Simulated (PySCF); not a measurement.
```xyz
25

C    -3.7116    1.6171    0.4430
C    -2.4202    1.2433   -0.2745
C    -1.7766   -0.0044    0.3250
C    -0.5028   -0.4042   -0.4148
C     0.1000   -1.6911    0.1416
C     1.3751   -2.0985   -0.6067
C     2.4383   -1.1329   -0.4131
C     3.3098   -0.3199   -0.2316
Si    4.6434    0.9255    0.0212
H    -3.5187    1.8257    1.4931
H    -4.1577    2.5014   -0.0064
H    -4.4303    0.8021    0.3837
H    -1.7158    2.0760   -0.2145
H    -2.6330    1.0665   -1.3315
H    -2.4920   -0.8301    0.2848
H    -1.5438    0.1792    1.3765
H     0.2344    0.3983   -0.3384
H    -0.7334   -0.5419   -1.4747
H    -0.6300   -2.5000    0.0588
H     0.3338   -1.5558    1.2001
H     1.7175   -3.0747   -0.2488
H     1.1634   -2.1841   -1.6774
H     4.5549    1.9239   -1.0489
H     4.4453    1.5609    1.3277
H     5.9389    0.2417   -0.0253
```

Geometry: GFN2-xTB.

The calculation used PySCF 2.14.0, PBE0/pcSseg-1, SCF density, gas phase, non-relativistic.

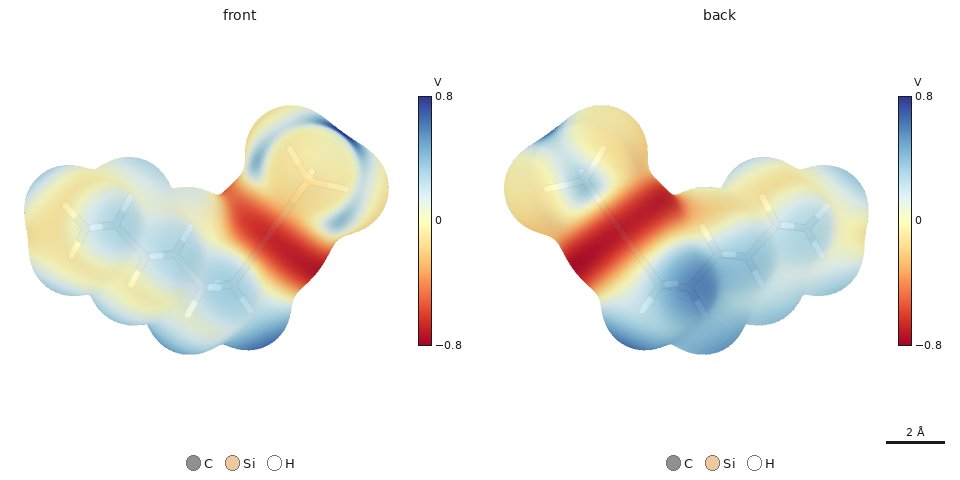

C8H16Si (SMILES CCCCCCC#C[SiH3]). The molecular electrostatic potential painted on the density surface at 0.001 e/bohr³, seen from the front and from behind; the colour scale runs from red (negative) to blue (positive).

Where is the surface potential most negative and most positive?

Answer. The most negative region (about −0.7 V) lies over C7 and C8, the most positive (about +0.8 V) over Si9.

How polar is the molecule by this calculation?

Answer. Its dipole moment is 1.19 D.
